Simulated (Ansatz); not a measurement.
# NaVS3 (model cell, started as cubic perovskite with V in the octahedra): a soft mode frozen in, part 2 of 3

Aim: this structure of NaVS3 (model cell, started as cubic perovskite with V in the octahedra) is to be tested for unstable modes, and one is followed downhill.

Ansatz 0.2.0; DFT PBEsol, scalar-relativistic, plane waves, PAW; PAW set soft_1.

So far, highest frequency on the path or at a solved wavevector (cm⁻¹): step 2 (phonons on a q mesh) 454. Also lowest frequency on the path (cm⁻¹): step 2 -216.

The structure was built from a prototype and need not be the compound's stable phase.

## Step 4: The mode frozen in, largest atomic shift 0.08 Å

The atoms are moved along the unstable eigenvector, the largest shift by 0.08 Å, with the cell fixed.

input.yaml reads:

```yaml
crystal:
  lattice:
    - [4.5683033595, 4.5683033595, 0.0]
    - [4.5683033595, 0.0, 4.5683033595]
    - [4.5683033595, 0.0, -4.5683033595]
  atoms:
    - { symbol: Na, position: [0.0, 0.0, 0.0] }
    - { symbol: Na, position: [0.0, 0.5, 0.5] }
    - { symbol: V, position: [0.5, 0.25, 0.75] }
    - { symbol: V, position: [0.5, 0.75, 0.25] }
    - { symbol: S, position: [0.5, -0.0087559859, 0.0087559859] }
    - { symbol: S, position: [0.5, 0.5087559859, 0.4912440141] }
    - { symbol: S, position: [0.0131623114, 0.4934188443, -0.0065811557] }
    - { symbol: S, position: [-0.0131623114, 0.0065811557, 0.5065811557] }
    - { symbol: S, position: [0.5, 0.0021748302, 0.5021748302] }
    - { symbol: S, position: [0.5, 0.4978251698, -0.0021748302] }
kpoints:
  mp_grid: { grid: [8, 8, 8] }
hamiltonian:
  xc: pbesol
  pseudopotentials: { kind: paw, azcp: { folder: soft_1 }, xc_functional: pbe }
scf:
  occupations: { method: methfessel_paxton, width: 0.2 }
output:
  forces: true
  stress: true
  eigenvalues: true
```

Command:

```
$ ansatz run input.yaml --threads 8 --pin off --max-ram 16384MiB --backend cpu --events-out ev --progress --plain --runs-dir out
```

Numbers of over 12 decimals in the logs are rounded to 6 here.

The log of the run:

```text
[...]
Crystal: 10 atoms, lattice volume = 190.675 Å³
Basis set: ecut = 420 eV, 3719 PW (Γ), exchange–correlation on 90×90×90 points (8 copies of the dense FFT grid, shifted against one another)
Bands: 50, of which v1, the nominal top of the filled ones, is band 40 counted from 1 (39 counted from 0)
Symmetry: 8 space group operations
[...]
k-points: 95 of 512
[...]
k-point 0: bands = [... 36 lower, 5.7646, 6.4757, 6.4819, 6.4884, 7.2285, 7.2540, 7.2676, 7.2907, ... 6 higher]
  k-point 1: bands = [... 36 lower, 6.0498, 6.3314, 6.3500, 6.5185, 7.1352, 7.1725, 7.2255, 7.5688, ... 6 higher]
  k-point 2: bands = [... 36 lower, 5.8909, 6.4702, 6.5533, 6.6663, 6.8394, 6.9282, 7.0508, 7.5919, ... 6 higher]
  k-point 94: bands = [... 36 lower, 4.9481, 5.7123, 6.1890, 6.1897, 7.2629, 7.2795, 7.7294, 7.9150, ... 6 higher]
[key lines of the parts left out:]
SCF converged after 10 iterations
Free energy (F): -14038.324399 eV
Fermi energy:    6.821328 eV
P = ⅓ Tr σ = 0.4991 GPa (4.991 kbar)
```

Wall time 6.2 s (8 threads of Arm Neoverse V2, shared host); peak memory 1.1 GiB; 47 s of CPU time.

This step gave:

* pressure: 0.4991 GPa
* gap on the k-mesh: 0.02510 eV
* energy from the undistorted cell: -1.482 meV/atom

The energy, extrapolated to zero smearing, is -1.48 meV/atom against the undistorted cell.

The run ends at a pressure of 0.50 GPa, with forces up to 0.13 eV/Å.

## Step 5: Energy along the mode, all amplitudes (two of the runs are shown above)

An imaginary frequency means negative curvature, so the energy should fall and then rise again as anharmonic terms take over.

This step gave:

| Quantity | Value |
| --- | --- |
| depth at the lowest point sampled | 1.482 meV/atom |
| largest atomic shift at that point | 0.08 Å |

The energy from the parent by largest atomic shift:

```tsv
largest atomic shift (Å)	energy from the parent (meV/atom)
0.0000	0
0.0400	-1.06
0.0800	-1.48
0.1400	7.86
```

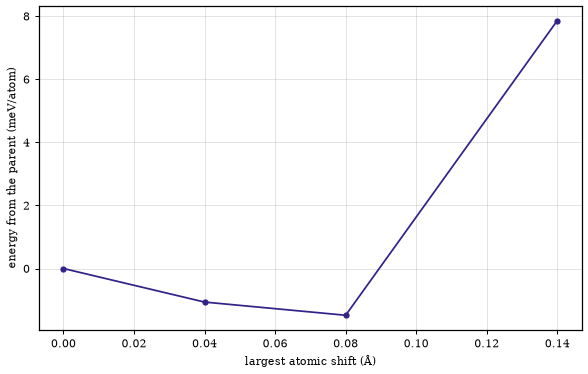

Energy from the parent, plotted against largest atomic shift.

Displacement at unit largest shift by atom:

```tsv
atom	x (Å)	y (Å)	z (Å)	size
Na1	0.00	0.00	0.00	0.00
Na2	0.00	0.00	0.00	0.00
V3	0.00	0.00	0.00	0.00
V4	0.00	0.00	0.00	0.00
S5	0.00	0.00	-1.00	1.00
S6	0.00	0.00	1.00	1.00
S7	0.00	0.75	0.00	0.75
S8	0.00	-0.75	0.00	0.75
S9	0.25	0.00	0.00	0.25
S10	-0.25	0.00	0.00	0.25
```

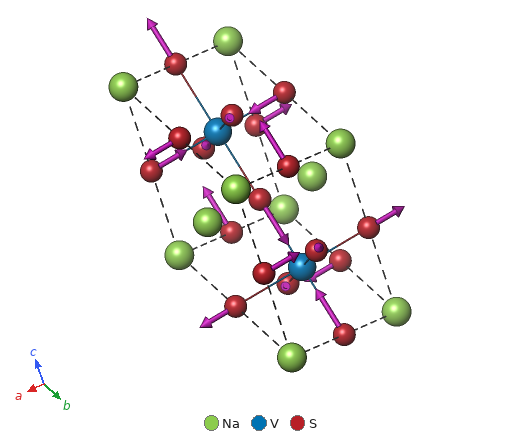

Displacement at unit largest shift as arrows, the longest 1 Å. Some periodic images of atoms are drawn too.

The lowest of the steps tried is at 0.08 Å, 1.48 meV/atom below the parent; the bottom of the well need not coincide with a step.

## Step 6: Relaxing from the distorted cell

Starting from the lowest point found, all atoms and the cell are let go, so that strain and other modes of the same symmetry can join in.

Changes to input.yaml since step 4:

```diff
@@ -27 +27,6 @@
   eigenvalues: true
+relax:
+  adjacent_minimum: "off"
+  f_tol: 0.002
+  max_steps: 120
+  cell: { stress_tol: 0.03 }
```

The log of the run:

```text
[...]
Crystal: 10 atoms, lattice volume = 190.675 Å³
Basis set: ecut = 420 eV, 3719 PW (Γ), exchange–correlation on 90×90×90 points (8 copies of the dense FFT grid, shifted against one another)
Bands: 50, of which v1, the nominal top of the filled ones, is band 40 counted from 1 (39 counted from 0)
Symmetry: 8 space group operations
[...]
k-points: 95 of 512
[...]
SCF iter   1: F=—  HF=-14041.026086 eV  |F-HF|=—  |Δ(HF+E_count)|=         —  Δρ=9.48e-2  dr2=2.80e1  ethr=3.10e-3  ⟨swp⟩=8.2  Hψ=19754  notcnv=0
[...]
SCF iter  10: F=-14038.324399 eV  HF=-14038.324399 eV  |F-HF|=6.17e-9  |Δ(HF+E_count)|=   5.53e-8  S|Δr|=    0.00e0  Δρ=3.82e-6  dr2=2.37e-8  ethr=1.25e-10  ⟨swp⟩=5.5  Hψ=21125  notcnv=0
SCF 1 converged in 10 iterations: F = -14038.324399 eV  dr2 = 2.37e-8
[...]
relax step   1: F+E_penalty+E_count = -14038.32439891 eV  Δ(F+E_penalty+E_count) = +0.000e0 eV  max|allowed force component| = 1.328e-1 eV/Å  Δτ_max = 0.0000 Å  P = +0.499 GPa  Ω = 190.675 Å³  (10 SCF iters, dr2 threshold 1.00e-7 eV, accepted)
Crystal: 10 atoms, lattice volume = 191.488 Å³
[...]
SCF iter   5: F=-14038.326990 eV  HF=-14038.326991 eV  |F-HF|=2.87e-7  |Δ(HF+E_count)|=   6.49e-8  S|Δr|=    0.00e0  Δρ=1.46e-5  dr2=8.27e-7  ethr=1.25e-9  ⟨swp⟩=6.0  Hψ=19082  notcnv=0
SCF 2 converged in 5 iterations: F = -14038.326990 eV  dr2 = 8.27e-7
relax step   2: F+E_penalty+E_count = -14038.32699029 eV  Δ(F+E_penalty+E_count) = -2.591e-3 eV  max|allowed force component| = 7.518e-2 eV/Å  Δτ_max = 0.0037 Å  P = +0.107 GPa  Ω = 191.488 Å³  energy of the carried Pulay correction = -2.556e-4 eV  (5 SCF iters, dr2 threshold 1.00e-6 eV, accepted)
Crystal: 10 atoms, lattice volume = 191.716 Å³
[...]
SCF iter   5: F=-14038.327880 eV  HF=-14038.327880 eV  |F-HF|=1.20e-7  |Δ(HF+E_count)|=   9.56e-8  S|Δr|=    0.00e0  Δρ=9.18e-6  dr2=3.26e-7  ethr=4.42e-10  ⟨swp⟩=4.0  Hψ=18861  notcnv=0
SCF 3 converged in 5 iterations: F = -14038.327880 eV  dr2 = 3.26e-7
relax step   3: F+E_penalty+E_count = -14038.32787951 eV  Δ(F+E_penalty+E_count) = -8.892e-4 eV  max|allowed force component| = 2.868e-2 eV/Å  Δτ_max = 0.0052 Å  P = -0.047 GPa  Ω = 191.716 Å³  energy of the carried Pulay correction = -3.270e-4 eV  (5 SCF iters, dr2 threshold 3.53e-7 eV, accepted)
[...]
relax step   4: F+E_penalty+E_count = -14038.32814257 eV  Δ(F+E_penalty+E_count) = -2.631e-4 eV  max|allowed force component| = 9.579e-3 eV/Å  Δτ_max = 0.0037 Å  P = -0.025 GPa  Ω = 191.582 Å³  energy of the carried Pulay correction = -2.852e-4 eV  (6 SCF iters, dr2 threshold 5.14e-8 eV, accepted)
[...]
relax step   5: F+E_penalty+E_count = -14038.32820704 eV  Δ(F+E_penalty+E_count) = -6.447e-5 eV  max|allowed force component| = 7.918e-3 eV/Å  Δτ_max = 0.0015 Å  P = -0.002 GPa  Ω = 191.497 Å³  energy of the carried Pulay correction = -2.583e-4 eV  (5 SCF iters, dr2 threshold 5.74e-9 eV, accepted)
[...]
relax step   6: F+E_penalty+E_count = -14038.32828924 eV  Δ(F+E_penalty+E_count) = -8.220e-5 eV  max|allowed force component| = 5.052e-3 eV/Å  Δτ_max = 0.0180 Å  P = +0.022 GPa  Ω = 191.478 Å³  energy of the carried Pulay correction = -2.523e-4 eV  (8 SCF iters, dr2 threshold 3.92e-9 eV, accepted)
[...]
relax step   7: F+E_penalty+E_count = -14038.32834494 eV  Δ(F+E_penalty+E_count) = -5.570e-5 eV  max|allowed force component| = 6.797e-3 eV/Å  Δτ_max = 0.0073 Å  P = -0.002 GPa  Ω = 191.498 Å³  energy of the carried Pulay correction = -2.586e-4 eV  (6 SCF iters, dr2 threshold 1.89e-8 eV, accepted)
[...]
relax step   8: F+E_penalty+E_count = -14038.32835378 eV  Δ(F+E_penalty+E_count) = -8.839e-6 eV  max|allowed force component| = 4.103e-4 eV/Å  Δτ_max = 0.0023 Å  P = +0.002 GPa  Ω = 191.508 Å³  energy of the carried Pulay correction = -2.618e-4 eV  (6 SCF iters, dr2 threshold 2.89e-9 eV, accepted)
[...]
SCF iter   7: F=-14038.328605 eV  HF=-14038.328605 eV  |F-HF|=1.82e-12  |Δ(HF+E_count)|=  1.82e-12  S|Δr|=    0.00e0  Δρ=3.77e-8  dr2=4.23e-12  ethr=1.00e-12  ⟨swp⟩=4.4  Hψ=14522  notcnv=0
SCF 9 converged in 7 iterations: F = -14038.328605 eV  dr2 = 4.23e-12
relax step   9: F+E_penalty+E_count = -14038.32860503 eV  Δ(F+E_penalty+E_count) = -2.513e-4 eV  max|allowed force component| = 4.235e-4 eV/Å  Δτ_max = 0.0000 Å  P = +0.002 GPa  Ω = 191.508 Å³  stress off target by 2.89e-3 GPa  SCF on the basis re-selected at this cell (its energy is not comparable with the rows above)  (7 SCF iters)
basis re-selected at this cell: Δ(F+E_penalty+E_count) = -2.513e-4 eV, ΔP = +0.000 GPa vs the last step (what re-selecting the basis moved, of the pressure what is left beyond the Pulay correction that the steps carried, after the strain that the cell walked since its last selection, with what the two solves' SCF thresholds leave and, on support functions, any second-order correction that the steps lacked; it is no m [...]
SCF converged after 7 iterations
[...]
Free energy (F): -14038.328605 eV
[...]
Internal energy: -14038.357196 eV  (E = F + TS)
E sigma→0 (E₀):  -14038.335753 eV
Entropy (-TS):   0.028591 eV (2.859 meV/atom)
Fermi energy:    6.759529 eV
[...]
--- Forces (eV/Å), atoms counted from 1 ---
  atom   1  Na     0.00000000     0.00000000    -0.00000000
  atom   2  Na     0.00000000     0.00000000     0.00000000
  atom   3  V      0.00000000     0.00000000     0.00000000
  atom   4  V      0.00000000     0.00000000     0.00000000
  atom   5  S      0.00000000     0.00000000     0.00042350
  atom   6  S      0.00000000     0.00000000    -0.00042350
  atom   7  S      0.00000000    -0.00013859     0.00000000
  atom   8  S      0.00000000     0.00013859     0.00000000
  atom   9  S     -0.00002972     0.00000000     0.00000000
  atom  10  S      0.00002972     0.00000000     0.00000000
  max |Σ_I F_I| component: 2.71e-20 eV/Å
--- Stress (GPa, compression-positive) ---
        0.001408       0.000000       0.000000
        0.000000       0.002886       0.000000
        0.000000       0.000000       0.001926
  P = ⅓ Tr σ = 0.0021 GPa (0.021 kbar)
--- Band table (eV; the first three rows and the last of 95) ---
  k-point 0: bands = [... 36 lower, 5.7030, 6.4191, 6.4191, 6.4275, 7.1689, 7.1928, 7.2113, 7.2114, ... 6 higher]
  k-point 1: bands = [... 36 lower, 6.0004, 6.2823, 6.3010, 6.4660, 7.0725, 7.0922, 7.1446, 7.5062, ... 6 higher]
  k-point 2: bands = [... 36 lower, 5.8356, 6.4449, 6.5440, 6.5960, 6.7850, 6.8282, 6.9627, 7.5292, ... 6 higher]
  k-point 94: bands = [... 36 lower, 4.8956, 5.6892, 6.1296, 6.1297, 7.1957, 7.2015, 7.6646, 7.8575, ... 6 higher]
--- Relaxed structure (8 steps of the walk, 8 accepted, 1 SCFs on fresh bases) ---
  F+E_penalty+E_count = -14038.32860503 eV   max|allowed force component| = 4.235e-4 eV/Å   (the final SCF, on the basis selected at the relaxed cell)
  cell:  # Å, volume = 191.5079 Å³
    - [4.568424, 4.578150, 0.0]
    - [4.568424, 0.0, 4.578260]
    - [4.568424, 0.0, -4.578260]
  atoms:
    - { symbol: Na, position: [0, 0, 0] }
    - { symbol: Na, position: [0, 0.5, 0.5] }
    - { symbol: V, position: [0.5, 0.250000, 0.750000] }
    - { symbol: V, position: [0.5, 0.750000, 0.250000] }
    - { symbol: S, position: [0.5, -0.00669726, 0.00669726] }
    - { symbol: S, position: [0.5, 0.506697, 0.493303] }
    - { symbol: S, position: [0.013347, 0.493326, -0.00667364] }
    - { symbol: S, position: [-0.013347, 0.00667364, 0.506674] }
    - { symbol: S, position: [0.5, 2.216828074944055e-5, 0.500022] }
    - { symbol: S, position: [0.5, 0.499978, -2.2168280749162994e-5] }
```

Run time: 50 s. Hardware: 8 threads; peak memory 1.2 GiB; 6.4 min of CPU time.

Relaxation path:

```tsv
step	energy less that of the first step (eV)	largest force component (eV/Å)	pressure (GPa)	volume (Å³)
1	0.0000	0.1328	0.50	190.68
2	-0.0026	0.0752	0.11	191.49
3	-0.0035	0.0287	-0.05	191.72
4	-0.0037	0.0096	-0.03	191.58
5	-0.0038	0.0079	0.00	191.50
6	-0.0039	0.0051	0.02	191.48
7	-0.0039	0.0068	0.00	191.50
8	-0.0040	0.0004	0.00	191.51
9*	-0.0042	0.0004	0.00	191.51
```

Relaxation steps marked * repeat the geometry before them on a plane-wave basis chosen anew for their cell, so energy and pressure can jump there.

The run keeps the 8 symmetry operations that it works with, so distortions that break them were not tested.

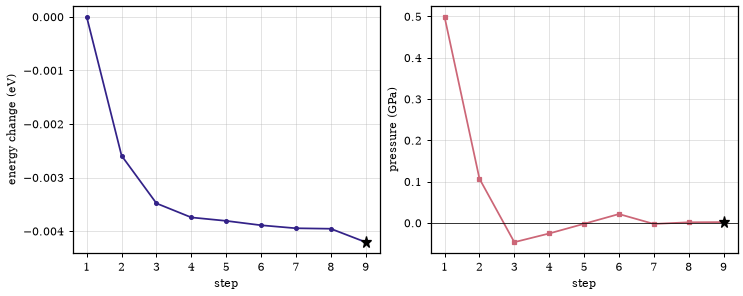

Energy and pressure along the relaxation. Stars mark steps on a basis chosen anew.

```tsv
cell as run	before	after	change
a (Å)	6.461	6.468	+0.1 %
b (Å)	6.461	6.468	+0.1 %
c (Å)	6.461	6.468	+0.1 %
α (°)	90.00	90.12	+0.1 %
β (°)	60.00	60.07	+0.1 %
γ (°)	60.00	60.07	+0.1 %
volume (Å³/atom)	19.07	19.15	+0.4 %
```

The atoms that moved most (Å, as changes of fractional coordinates times the final cell):

```tsv
atom	dx	dy	dz	length
S10	0.020	0.000	0.000	0.020
S9	-0.020	0.000	0.000	0.020
S6	0.000	0.000	-0.019	0.019
S5	0.000	0.000	0.019	0.019
```

The relaxed structure:

```cif
data_structure
_symmetry_space_group_name_H-M 'P 1'
_symmetry_Int_Tables_number 1
_cell_length_a 6.4676
_cell_length_b 6.4677
_cell_length_c 6.4677
_cell_angle_alpha 90.123
_cell_angle_beta 60.071
_cell_angle_gamma 60.071
_cell_volume 191.51
loop_
_atom_site_label
_atom_site_type_symbol
_atom_site_fract_x
_atom_site_fract_y
_atom_site_fract_z
_atom_site_occupancy
Na1 Na 0.00000 0.00000 0.00000 1
Na2 Na 0.00000 0.50000 0.50000 1
V3 V 0.50000 0.25000 0.75000 1
V4 V 0.50000 0.75000 0.25000 1
S5 S 0.50000 0.99330 0.00670 1
S6 S 0.50000 0.50670 0.49330 1
S7 S 0.01335 0.49333 0.99333 1
S8 S 0.98665 0.00667 0.50667 1
S9 S 0.50000 0.00002 0.50002 1
S10 S 0.50000 0.49998 0.99998 1
```

This step gave:

| Item | Value |
| --- | --- |
| pressure | 0.002073 GPa |
| volume per atom | 19.15 Å³ |
| gap on the k-mesh | 0 eV |

The distorted start has space group Fmmm; the relaxation ends in I4/mcm.

## Step 7: The new phase in its own primitive cell

The relaxed structure is symmetrised, reduced to its primitive cell and relaxed tightly, as its phonons need.

input.yaml, the sections that differ from step 6:

```yaml
crystal:
  lattice:
    - [-3.2372795499, 3.2372795499, 4.5684239706]
    - [3.2372795499, -3.2372795499, 4.5684239706]
    - [3.2372795499, 3.2372795499, -4.5684239706]
  atoms:
    - { symbol: Na, position: [0.75, 0.75, 0.0] }
    - { symbol: Na, position: [0.25, 0.25, 0.0] }
    - { symbol: V, position: [0.0, 0.5, 0.5] }
    - { symbol: V, position: [0.5, 0.0, 0.5] }
    - { symbol: S, position: [0.2566972587, 0.7566972587, 0.0133945174] }
    - { symbol: S, position: [0.7433027413, 0.2433027413, 0.9866054826] }
    - { symbol: S, position: [0.7566972587, 0.7433027413, 0.5] }
    - { symbol: S, position: [0.2433027413, 0.2566972587, 0.5] }
    - { symbol: S, position: [0.75, 0.25, 0.5] }
    - { symbol: S, position: [0.25, 0.75, 0.5] }
relax:
  adjacent_minimum: "off"
  f_tol: 0.001
  max_steps: 60
  cell: { stress_tol: 0.01 }
# kpoints, hamiltonian, scf, output: as in step 6
```

The log of the run:

```text
[...]
Crystal: 10 atoms, lattice volume = 191.508 Å³
Basis set: ecut = 420 eV, 3719 PW (Γ), exchange–correlation on 90×90×90 points (8 copies of the dense FFT grid, shifted against one another)
Bands: 50, of which v1, the nominal top of the filled ones, is band 40 counted from 1 (39 counted from 0)
Symmetry: 16 space group operations
[...]
k-points: 59 of 512
[...]
- { symbol: Na, position: [0.250000, 0.250000, 0.0] }
    - { symbol: V, position: [0.0, 0.5, 0.5] }
    - { symbol: V, position: [0.5, 0.0, 0.5] }
    - { symbol: S, position: [0.256697, 0.7566972587, 0.013395] }
    - { symbol: S, position: [0.743303, 0.243303, 0.986605] }
    - { symbol: S, position: [0.7566972587, 0.743303, 0.5] }
    - { symbol: S, position: [0.2433027413, 0.2566972587, 0.5] }
    - { symbol: S, position: [0.75, 0.250000, 0.5] }
    - { symbol: S, position: [0.250000, 0.75, 0.5] }
[key lines of the parts left out:]
SCF converged after 7 iterations
Free energy (F): -14038.328605 eV
Fermi energy:    6.759606 eV
P = ⅓ Tr σ = 0.0033 GPa (0.033 kbar)
```

It took 8.7 s on 8 threads; peak memory 0.99 GiB; 65 s of CPU time.

Little changed from the start: no atom moved by 0.005 Å and no cell edge by 0.1 %.

This step gave:

| Quantity | Value |
| --- | --- |
| pressure | 0.003295 GPa |

The largest force component left is 0.66 meV/Å and the pressure is 0.003 GPa, within the tolerances set. The cell now holds 19.15 Å³/atom.

(Continued in part 3 of 3.)

[Logs are printed without paths, hosts, clocks, repeated set-up lines and the standing remarks that a program may print on its own settings, such as how far it seeks lower states.]

[Hosts, paths, dates, database ids (printed as entryN), source tags and the programs' standing remarks are cut or masked in the printed files.]
